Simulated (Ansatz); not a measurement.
# CCSDT/STO-3G run of SiH3O− (SMILES [O-][SiH3])

What is the energy change on altering one bond length of SiH3O− at CCSDT/STO-3G? 

Program for the calculation: Ansatz 0.2.0.

5 further runs of the same task are left out: 5 that didn't finish.

## Step 1: Starting point

SiH3O−: 5 atoms, total charge -1, spin state singlet. As SMILES, `[O-][SiH3]`. The shape is that of a GFN2-xTB optimisation.

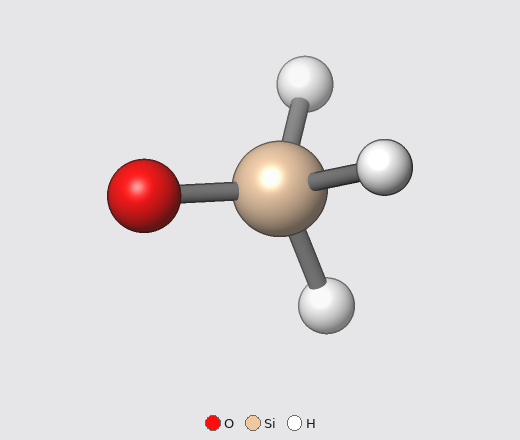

Viewed from a chosen angle; oxygen red, silicon light orange, hydrogen white.

## Step 2: A single-point energy at CCSDT/STO-3G

job.yaml

```yaml
crystal:
  periodic: [false, false, false]
  atoms:
    - symbol: O
      position_ang: [-1.444170, 0.271390, 0.700100]
    - symbol: Si
      position_ang: [-0.082700, 0.015600, 0.039800]
    - symbol: H
      position_ang: [-0.104440, -0.247420, -1.452600]
    - symbol: H
      position_ang: [0.697830, -1.174610, 0.561420]
    - symbol: H
      position_ang: [0.933480, 1.135040, 0.151280]
basis:
  gaussian:
    orbitals: STO-3G
total_charge: -1
correlation:
  method: ccsdt
  frozen_orbitals: {H: 0, O: 1, Si: 5}
accuracy: high
scf:
  omitted_lower_state_checks: [cluster_reference, increment]
```

Started as:

```console
$ ansatz run job.yaml --threads 1 --pin off --max-ram 2610MiB --events-out events.jsonl --progress --plain --runs-dir runs
```

Output, cut to the lines that bear on the results:

```text
Warning: RAYON_NUM_THREADS=1 ignored (pool sized by the plan → 1); use --threads N
Functional definition: HF
  name "HF"
[...]
290 factors; integrals over basis functions are off by at most 2.9e-8 eV
[...]
mean field -9821.43093451 eV, -360.9309296381 hartree, gradient 7.4e-8 eV, S^2 0.000000; 0 other end points of the search recorded, 0 dependent functions left out
6 core orbitals not correlated: weight in the atoms' cores, before any rotation towards them, 1.000 or more for the frozen orbitals, at most 0.000 for the correlated occupied ones
reference -9821.43093451 eV, -360.9309296381 hartree; 7, 7 occupied and 4, 4 virtual orbitals, 290 factors
second order -2.19495666 eV of doubles, -0.00000000 eV of singles
cycle   1  -2.43598885 eV  change   -2.4e-1 eV  update   1.1e-1
[...]
cycle  21  -2.91836877 eV  change   2.2e-10 eV  update   1.1e-9
Total energy: -9824.34930327 eV, -361.0381777121 hartree
Checks for a lower state left out: cluster_reference, increment
```

Wall time 0.2 s (1 thread of Arm Neoverse V1, shared host).

## Step 3: The distorted shape at the same level

run.yaml

```yaml
crystal:
  periodic: [false, false, false]
  atoms:
    - {symbol: O, position_ang: [-1.639324, 0.568975, 0.569681]}
    - {symbol: Si, position_ang: [-0.277854, 0.313185, -0.090619]}
    - {symbol: H, position_ang: [-0.299594, 0.050165, -1.583019]}
    - {symbol: H, position_ang: [0.697830, -1.174610, 0.561420]}
    - {symbol: H, position_ang: [0.738326, 1.432625, 0.020861]}
basis:
  gaussian: {orbitals: STO-3G}
accuracy: high
total_charge: -1
scf: {omitted_lower_state_checks: [cluster_reference, increment]}
correlation: {method: ccsdt, frozen_orbitals: {H: 0, O: 1, Si: 5}}
```

Started as:

```console
$ ansatz run run.yaml --threads 1 --pin off --max-ram 2610MiB --events-out events.jsonl --progress --plain --runs-dir runs
```

Output, cut to the lines that bear on the results:

```text
Warning: RAYON_NUM_THREADS=1 ignored (pool sized by the plan → 1); use --threads N
[... 2 set-up lines as earlier in the session ...]
[...]
290 factors; integrals over basis functions are off by at most 3.0e-8 eV
[...]
mean field -9820.12583194 eV, -360.8829680034 hartree, gradient 2.3e-8 eV, S^2 0.000000; 0 other end points of the search recorded, 0 dependent functions left out
6 core orbitals not correlated: weight in the atoms' cores, before any rotation towards them, 1.000 or more for the frozen orbitals, at most 0.000 for the correlated occupied ones
reference -9820.12583194 eV, -360.8829680034 hartree; 7, 7 occupied and 4, 4 virtual orbitals, 290 factors
second order -2.57083506 eV of doubles, -0.00000000 eV of singles
cycle   1  -2.79261250 eV  change   -2.2e-1 eV  update   1.3e-1
[...]
cycle  26  -3.42832351 eV  change   2.0e-10 eV  update   1.1e-9
Total energy: -9823.55415545 eV, -361.0089565687 hartree
Checks for a lower state left out: cluster_reference, increment
```

Wall time 0.22 s (1 thread of Arm Neoverse V1, shared host).

## Step 4: Outcome

Level: CCSDT/STO-3G, 6 core orbitals frozen.

| quantity | value |
| --- | --- |
| first shape: total energy | -361.03818 Eh |
| first shape: correlation energy (6 core orbitals frozen) | -107.2 mEh |
| first shape: T1 diagnostic | 0.019 |
| distorted shape: total energy | -361.00896 Eh |
| distorted shape: correlation energy (6 core orbitals frozen) | -126.0 mEh |
| distorted shape: T1 diagnostic | 0.025 |
| energy change with the Si2–H4 bond stretched from 1.516 to 1.895 Å | 0.795 eV |

With the Si2–H4 bond stretched from 1.516 to 1.895 Å the energy rises by 0.80 eV (18.3 kcal/mol). The first shape isn't relaxed at this level, so the change isn't measured from a minimum. The minimal basis adds a large error of its own. The T1 diagnostic (distorted shape) of 0.025 is above the customary mark for such species, so a single reference may not serve.
